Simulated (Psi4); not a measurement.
# HNO (SMILES N=O): a chain of runs, part 2 of 2

Psi4 1.11.

## (3) Vibrational wavenumbers at BLYP-D3(BJ)/6-311G(d,p) (density fitting) (run 2)

hno.inp reads:

```
memory 1600 mb

molecule system {
  0 1
  N     -0.340543     0.312218    -0.087759
  O      0.766909     0.357264     0.414525
  H     -0.533283    -0.707066    -0.405748
}

set t 298.15
set rotational_symmetry_number 1

frequencies('blyp-d3bj2b/6-311G**')
```

Started as:

```console
$ psi4 hno.inp hno.out -n 1
```

hno.out, shortened:

```text
[...]
  Running in cs symmetry.
[...]
  Nuclear repulsion =   30.030793925321522
[...]
  Multiplicity = 1
[...]
  Nalpha       = 8
  Nbeta        = 8
[...]
    Number of basis functions: 42
[...]
   @DF-RKS iter   1:  -130.42278790653083   -2.23356e-01   1.32237e-02 DIIS/ADIIS
[...]
  Running in c1 symmetry.
[...]
   @DF-RKS iter  11:  -130.49797197487206   -3.97904e-13   5.75931e-10 DIIS
[...]
    Orbital Energies [Eh]
    ---------------------
    Doubly Occupied:
       1A    -18.840325     2A    -14.119409     3A     -1.070234
       4A     -0.646376     5A     -0.465984     6A     -0.414170
       7A     -0.384622     8A     -0.191270
[...]
  @DF-RKS Final Energy:  -130.49797197487206
   => Energetics <=
    Nuclear Repulsion Energy =             30.0307818453899991
    One-Electron Energy =                -237.4560951152841994
    Two-Electron Energy =                  92.6838377347110622
    DFT Exchange-Correlation Energy =     -15.7551375737407238
    Empirical Dispersion Energy =          -0.0013588659482151
    VV10 Nonlocal Energy =                  0.0000000000000000
    Total Energy =                       -130.4979719748720584
[...]
  -Total Gradient:
     Atom            X                  Y                   Z
    ------   -----------------  -----------------  -----------------
       1        0.000008315085    -0.000048341783     0.000000117790
       2       -0.000026312156     0.000016452238    -0.000000039148
       3        0.000006818372     0.000038062912    -0.000000093279
[...]
  ==> Harmonic Vibrational Analysis <==
[...]
  Freq [cm^-1]                1502.0560           1562.6833           2600.2186
[...]
  IR activ [km/mol]            24.3550             74.2740             240.3976
[...]
  Total E_0, Enthalpy at 0 [K]                                                         -130.48506625 [Eh]
[...]
  Total H, Enthalpy at  298.15 [K]                                                     -130.48128082 [Eh]
[...]
  Total G, Gibbs energy at  298.15 [K]                                                 -130.50637577 [Eh]
[...]
```

Wall time 12 s (1 thread of AMD EPYC 9R45 (Zen 5), shared host); peak memory 0.3 GiB.

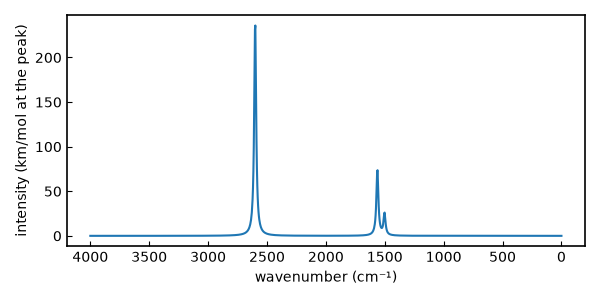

Harmonic infrared spectrum, unscaled, lines broadened by 10 cm⁻¹.

## (4) A single-point energy at FNO-CCSD(T)/cc-pVTZ (run 3)

hno.in reads:

```
memory 1600 mb

molecule system {
  N     -0.340543     0.312218    -0.087759
  O      0.766909     0.357264     0.414525
  H     -0.533283    -0.707066    -0.405748
  symmetry c1
}

set basis cc-pVTZ
set scf_type pk
set freeze_core true

e_tot = energy("fno-ccsd(t)")
print_variables()
```

Started as:

```console
$ psi4 -n 1 hno.in hno.out
```

hno.out, shortened:

```text
[...]
  Running in c1 symmetry.
[...]
  Nuclear repulsion =   30.030793925321522
[...]
  Multiplicity = 1
[...]
  Nalpha       = 8
  Nbeta        = 8
[...]
    Number of basis functions: 74
[...]
   @RHF iter   1:  -129.79946978848704   -7.09498e-01   3.75437e-03 ADIIS/DIIS
[...]
   @RHF iter  11:  -129.83346430796814   -1.68257e-11   9.82620e-09 DIIS
[...]
    Orbital Energies [Eh]
    ---------------------
    Doubly Occupied:
       1A    -20.651674     2A    -15.714508     3A     -1.518559
       4A     -0.985567     5A     -0.736877     6A     -0.659596
       7A     -0.588562     8A     -0.427462
[...]
  @RHF Final Energy:  -129.83346430796814
   => Energetics <=
    Nuclear Repulsion Energy =             30.0307939253215217
    One-Electron Energy =                -237.1629087122845192
    Two-Electron Energy =                  77.2986504789948441
    Total Energy =                       -129.8334643079681427
[...]
 Multipole Moments:
 ------------------------------------------------------------------------------------
     Multipole            Electronic (a.u.)      Nuclear  (a.u.)        Total (a.u.)
 ------------------------------------------------------------------------------------
 L = 1.  Multiply by 2.5417464519 to convert [e a0] to [Debye]
 Dipole X            :          0.3930449           -0.8602574           -0.4672125
 Dipole Y            :          0.3296470           -0.9663489           -0.6367019
 Dipole Z            :         -0.0000000           -0.0000000           -0.0000000
 Magnitude           :                                                    0.7897321
[...]
      * MP2 total energy:                   -130.272350525678
[...]
      * MP2 total energy:                   -130.272350525678
[...]
      * MP3 total energy:                   -130.270776742821
[...]
      * CCSD total energy:                  -130.277701087187
[...]
      * CCSD(T) total energy                -130.297963450429
[...]
```

Run time: 6.9 s. Hardware: 1 thread of AMD EPYC 9R45 (Zen 5), shared host; peak memory 0.43 GiB.

## (5) What came out

This closing draws on all 2 parts.

| quantity | value |
| --- | --- |
| run 1, BLYP-D3(BJ)/6-311G**: total energy at the end | -130.49797 Eh |
| run 1, BLYP-D3(BJ)/6-311G**: dipole moment | 1.60 D |
| run 1, BLYP-D3(BJ)/6-311G**: HOMO energy | -5.20 eV |
| run 1, BLYP-D3(BJ)/6-311G**: LUMO energy | -4.04 eV |
| run 1, BLYP-D3(BJ)/6-311G**: HOMO–LUMO gap | 1.16 eV |
| run 1, BLYP-D3(BJ)/6-311G**: dispersion energy | -3.57 kJ/mol |
| run 2, BLYP-D3(BJ)/6-311G**: lowest harmonic wavenumber | 1502 cm⁻¹ |
| run 2, BLYP-D3(BJ)/6-311G**: highest harmonic wavenumber | 2600 cm⁻¹ |
| run 2, BLYP-D3(BJ)/6-311G**: zero-point energy | 33.9 kJ/mol |
| run 2, BLYP-D3(BJ)/6-311G**: ideal-gas entropy at 298.15 K (symmetry number 1 as used) | 52.8 cal/(mol K) |
| run 3, FNO-CCSD(T)/cc-pVTZ: total energy | -130.29796 Eh |
| run 3, FNO-CCSD(T)/cc-pVTZ: HOMO energy (Hartree–Fock orbitals) | -11.63 eV |
| run 3, FNO-CCSD(T)/cc-pVTZ: LUMO energy (Hartree–Fock orbitals) | 2.25 eV |
| run 3, FNO-CCSD(T)/cc-pVTZ: HOMO–LUMO gap (Hartree–Fock orbitals) | 13.89 eV |
| run 3, FNO-CCSD(T)/cc-pVTZ: correlation energy (2 core orbitals frozen) | -464.5 mEh |
| run 3, FNO-CCSD(T)/cc-pVTZ: (T) correction | -20.26 mEh |
| run 3, FNO-CCSD(T)/cc-pVTZ: T1 diagnostic | 0.016 |

The optimisation (run 1, BLYP-D3(BJ)/6-311G**) took 6 steps and changed the energy by -0.091 eV. All 3 modes (run 2, BLYP-D3(BJ)/6-311G**) are real, so the shape is a minimum at this level. At BLYP-D3(BJ)/6-311G**: The measured dipole moment is 1.67 D (NIST CCCBDB); the computed value is 0.07 D (4 %) too low. The triples (run 3, FNO-CCSD(T)/cc-pVTZ) make up 4.4 % of the correlation energy.
